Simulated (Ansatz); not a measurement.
The figure comes from a scan of TiAl (CuAu type, space group P4/mmm): one Al atom of a 4-atom cell moves by s along Cartesian z, with its periodic images. Computed with r2SCAN (plane waves to 500 eV, PAW, scalar-relativistic; Ansatz, a quantum-chemistry and plane-wave program). k mesh 7×13×9 (Γ-centred), Fermi-Dirac smearing 0.05 eV. Energies are smeared free energies. With partly filled bands, energies and forces of such displacements shift with the k mesh and the smearing. TiAl is run without spin polarisation. TiAl was relaxed with its symmetry unable to fall. ΔE is measured from the undisplaced structure.

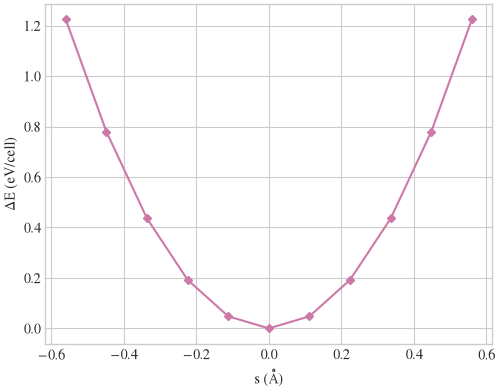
*ΔE (eV/cell) against s (Å); one marker a computed point.*

Problem. Read the plotted values off the figure, to the accuracy that the plot allows.

Solution. To the nearest 0.02:

| s (Å) | ΔE (eV/cell) |
|---|---|
| -0.560 | 1.22 |
| -0.448 | 0.78 |
| -0.336 | 0.44 |
| -0.224 | 0.20 |
| -0.112 | 0.04 |
| 0.000 | 0.00 |
| 0.112 | 0.04 |
| 0.224 | 0.20 |
| 0.336 | 0.44 |
| 0.448 | 0.78 |
| 0.560 | 1.22 |

(A displaced cell: forces are minus the slopes of the energy, force constants its curvatures, and phonons follow from these.)
